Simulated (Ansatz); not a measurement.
ClH₃InSi₂ (charge +1)

Input file:

```
crystal:
  periodic: [false, false, false]
  atoms:
    - symbol: Cl
      position_ang: [-0.174210, -0.667387, 0.114747]
    - symbol: In
      position_ang: [0.539450, -2.145042, -2.585624]
    - symbol: Si
      position_ang: [-1.751770, -1.989489, -0.445554]
    - symbol: Si
      position_ang: [-3.244970, -1.578050, 1.400155]
    - symbol: H
      position_ang: [-2.461911, -1.944548, 2.612230]
    - symbol: H
      position_ang: [-4.461332, -2.411779, 1.230287]
    - symbol: H
      position_ang: [-3.535211, -0.119143, 1.340444]
basis:
  gaussian:
    orbitals: def2-TZVPD
total_charge: 1
hamiltonian:
  xc: {name: PBE0}
output: {forces: true, orbitals: {seedname: orbitals}}
```

Command:

```sh
ansatz run input.yaml --threads 1 --pin off --max-ram 2610MiB --events-out events.jsonl --progress --plain --runs-dir runs
```

Geometry: B3LYP-D3(BJ)/def2-SVP; core potentials replace the inner electrons of In.

Computed with isolated molecule in a Gaussian basis; Kohn-Sham density functional theory, functional PBE0 in Ansatz 0.2.0.

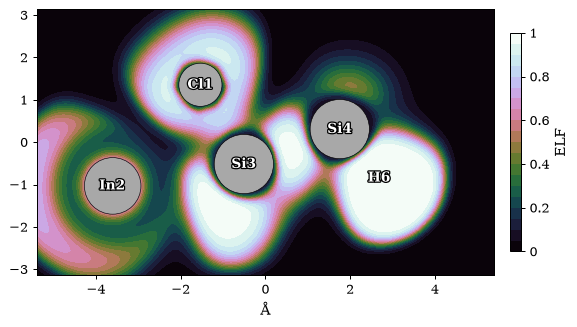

Figure 1. ELF on the plane of atoms Si3, Si4 and H6. Grey discs cover the atomic cores.

**Describe what can be read from this map.**

- Atoms in the plane: Cl, In, Si and H.
- In2···Cl1 (3.16 Å): the ELF dips to about 0.10 between them.
- Si–Cl (2.13 Å): the ELF peaks at about 0.85 between the atoms; a polar covalent bond.
- Si–Si (2.41 Å): the ELF peaks at about 1 between the atoms; localised, covalent bonding.
- In–Si (3.14 Å): the ELF peaks at about 0.85 in the valence shell of Si, 1.1 Å from its nucleus, and drops to about 0.20 between the two atoms.
- Si–H (1.48 Å): the ELF climbs to about 1 towards the hydrogen, as it does in any bond to H.
- The ELF also peaks beside Si3 and Cl1, away from the bonds: lone-pair regions.

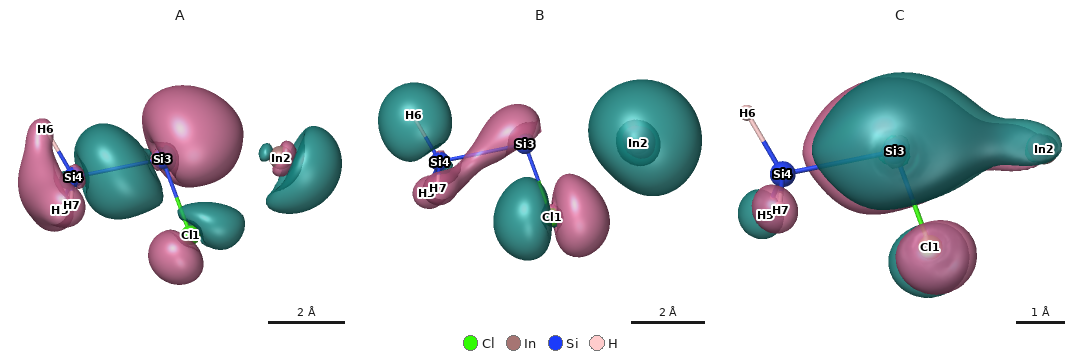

Figure 2. Three frontier orbitals at ±0.08 Å⁻³ᐟ² (teal and pink are the two phases), in no order.

**Which picture is the HOMO−1, the HOMO and the LUMO?**

B is the HOMO−1 (−13.19 eV). Its weight (Hirshfeld) is mainly on In2 (about 35 %), Cl1 (about 35 %), Si4 (about 10 %), H6 (about 10 %) and Si3 (about 5 %). A is the HOMO (−10.90 eV). Its weight (Hirshfeld) is mainly on Si3 (about 50 %), Si4 (about 20 %), In2 (about 15 %) and Cl1 (about 10 %). C is the LUMO (−7.65 eV). It lies mainly on Si3 (about 65 %), In2 (about 10 %) and Cl1 (about 10 %).

**What is the HOMO–LUMO gap?**

3.25 eV between the orbital energies.

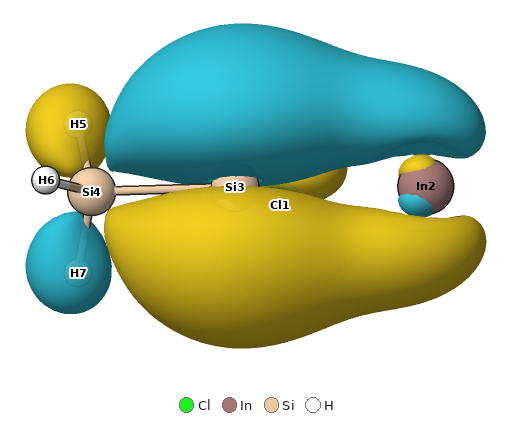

Figure 3. The LUMO at ±0.05 Å⁻³ᐟ² (yellow and cyan are the two phases), seen from one side.

**What is the character of this orbital?**

It lies mainly on Si3 (about 65 %), In2 (about 10 %) and Cl1 (about 10 %). Its energy is −7.65 eV.
